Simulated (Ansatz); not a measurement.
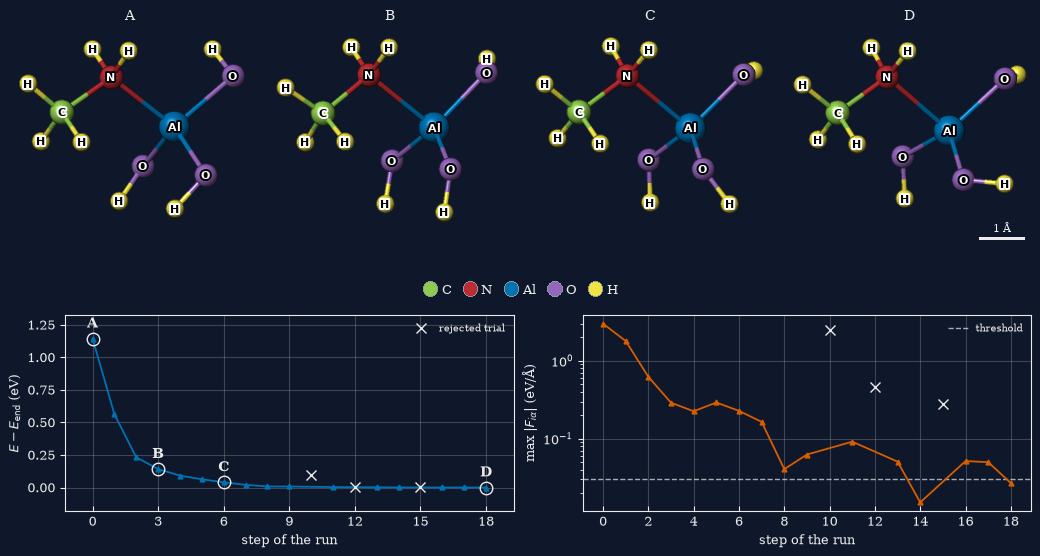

Frames of a relaxation of CH8AlNO3 (coarse preliminary run), marked on the history of the run. A ball-and-stick model, seen at a tilt.

The start comes from a force field.

Computed with Ansatz 0.2.0, RKS PBE-D4/def2-SVP. Set-up: force threshold 0.03 eV/Å; at most 200 steps.

### What happens along the run?

Over 15 accepted moves (18 points after the start) the energy falls by 1.144 eV. The largest force component goes from 3 to 0.027 eV/Å. The line search rejected the trial steps at points 10, 12, 15 of the run. The forces were under the threshold at step 14, but the run went on from there. An H atom moves most after the best rigid fit: 1.26 Å. Largest moves by element: H 1.26 Å, O 0.51 Å, Al 0.16 Å, N 0.10 Å, C 0.10 Å. Near-neighbour distances that change, for instance: Al–O 1.850 → 1.745 Å, Al–N 1.949 → 2.030 Å, C–H 1.182 → 1.106 Å, H–O 1.034 → 0.969 Å. Bond angles that change, for instance: Al–O–H 103.9° → 117.4°, Al–O–H 104.8° → 118.2°, N–Al–O 108.2° → 96.3°. Groups turn about Al–O by about 160°, Al–O by about 65°, Al–O by about 65°. The run took 26 s on 4 threads of Intel Xeon Platinum 8488C, with other jobs on the host. From step 0 to 3: an H atom moves most (0.42 Å), energy −1.002 eV. From step 3 to 6: an H atom moves most (0.59 Å), energy −0.102 eV. From step 6 to 18: an H atom moves most (0.56 Å), energy −0.040 eV.
